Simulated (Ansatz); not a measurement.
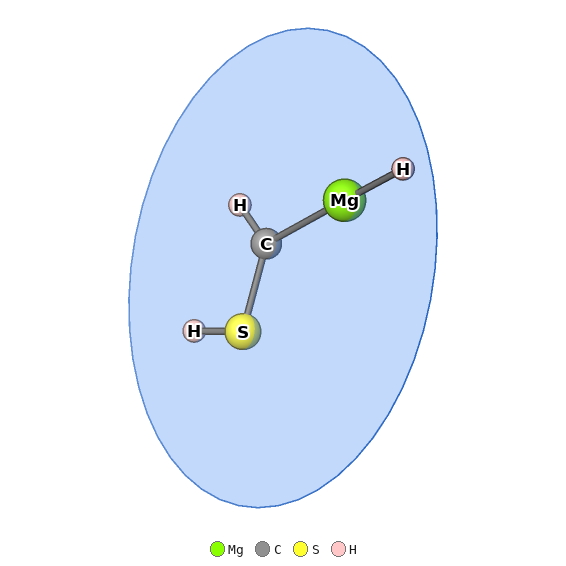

All proper rotation axes (lines) and mirror planes (discs) of the structure are drawn in. Distant atoms are faded towards the background colour. Charge +1, singlet. The computed structure is the end point of a PBE0-D4/def2-TZVP optimisation. No frequency run is at hand to confirm it as a minimum.

Question: Name the symmetry elements and the point group.

Answer: It has 1 mirror plane. Point group Cs. The group has 2 operations. The geometry is achiral, and symmetry allows a dipole moment.
